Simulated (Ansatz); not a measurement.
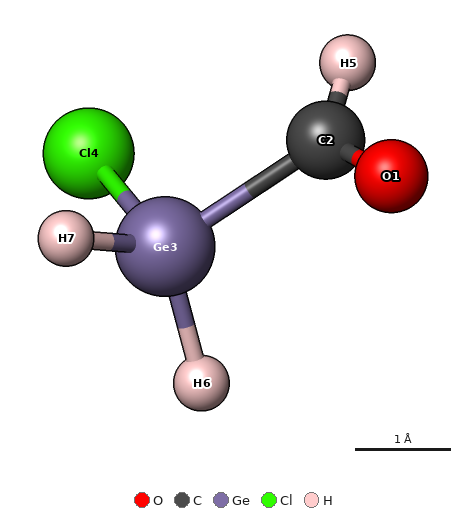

The structure as given in the input (ball-and-stick view, seen at a tilt; atoms are numbered from 1 in the order of the input). Sticks mark near contacts.

## Run report: CH$_{3}$ClGeO, single-point calculation

CH$_{3}$ClGeO, computed with RHF/aug-cc-pVDZ (Ansatz 0.2.0).

Some settings of this run were made unusual or wrong on purpose. The geometry comes from this level: PBE0-D4/def2-TZVP. Figures and captions count atoms from 1; the log counts them from 0 in places.

Input:
```yaml
crystal:
  periodic: [false, false, false]
  atoms:
    - {symbol: O, position_ang: [0.974860, -1.675326, 1.014782]}
    - {symbol: C, position_ang: [0.244917, -1.252166, 0.139437]}
    - {symbol: Ge, position_ang: [0.024423, 0.806478, 0.010310]}
    - {symbol: Cl, position_ang: [-1.418142, 1.047012, -1.574873]}
    - {symbol: H, position_ang: [-0.282845, -1.858298, -0.504276]}
    - {symbol: H, position_ang: [-0.653015, 1.378784, 1.290345]}
    - {symbol: H, position_ang: [1.221479, 1.502644, -0.439736]}
basis:
  gaussian: {orbitals: aug-cc-pVDZ}
hamiltonian: {xc: {name: HF}, dispersion: d4}
output: {forces: true}
```

Command:
```bash
ansatz run in.yaml --threads 2 --pin off --events-out ev --progress --plain --max-ram 4352MiB
```

The program's output:
```
Functional definition: HF
  name "HF"
  cite "Fock, Z. Phys. 61, 126 (1930) doi:10.1007/BF01340294"
  parent pbe
  exchange = exact_x
  correlation = 0
1384 factors; integrals over basis functions are off by at most 5.4e-4 eV
mean field evaluation 1: about -72089.3993 eV, gradient 3.4e1 eV
mean field evaluation 2: about -72089.4528 eV, gradient 3.4e1 eV
mean field evaluation 4: about -72092.2135 eV, gradient 3.4e0 eV
mean field evaluation 8: about -72092.2708 eV, gradient 4.0e-1 eV
mean field -72092.27239283 eV, -2649.3421445390 hartree, gradient 1.5e-5 eV, S^2 0.000000; 0 other end points of the search recorded, 0 dependent functions left out
the calculation of the forces begins
reference -72092.27239283 eV, -2649.3421445390 hartree; 33, 33 occupied and 103, 103 virtual orbitals, 1384 factors
Total energy: -72092.76069782 eV, -2649.3600894165 hartree
Atom 0 at     0.974860    -1.675326     1.014782 Å, force    -1.470565     0.482626    -1.864199 eV/Å
Atom 1 at     0.244917    -1.252166     0.139437 Å, force     2.882219     2.561324     3.767467 eV/Å
Atom 2 at     0.024423     0.806478     0.010310 Å, force    -1.360520    -1.603000     0.967175 eV/Å
Atom 3 at    -1.418142     1.047012    -1.574873 Å, force    -0.380750     0.078815    -0.410555 eV/Å
Atom 4 at    -0.282845    -1.858298    -0.504276 Å, force    -1.372865    -1.895516    -1.769476 eV/Å
Atom 5 at    -0.653015     1.378784     1.290345 Å, force     0.401484    -0.254188    -0.408142 eV/Å
Atom 6 at     1.221479     1.502644    -0.439736 Å, force     1.300997     0.629939    -0.282271 eV/Å
Dipole moment:     0.030599     0.170186    -0.031834 e Å
```

What the run reported:

```json
{"quantity": "outcome", "value": "converged"}
{"quantity": "total energy", "value": "−72092.7607 eV"}
{"quantity": "mean-field energy", "value": "−72092.2724 eV"}
{"quantity": "dispersion energy", "value": "−0.4883 eV"}
{"quantity": "SCF solution under orbital rotations", "value": "stable"}
{"quantity": "largest force (length of the vector)", "value": "5.391 eV/Å"}
{"quantity": "dipole moment", "value": "0.84 D"}
{"quantity": "hardware", "value": "2 threads of Arm Neoverse V2, 23 GiB of memory available, shared host"}
{"quantity": "wall time", "value": "3.3 s (CPU time 5.9 s)"}
{"quantity": "peak memory", "value": "0.36 GiB"}
```

What went wrong:

A setting was made wrong on purpose: damping. The program still converged, but the numbers can't be taken as results for the intended system.
